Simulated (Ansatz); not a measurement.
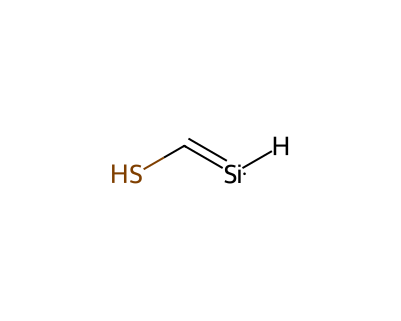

Source: calculation with Ansatz.

2D structure. Charge 0, doublet.

### Give its SMILES.

[H]/[Si]=C/S

### Give the formula, hydrogens included.

CH3SSi.
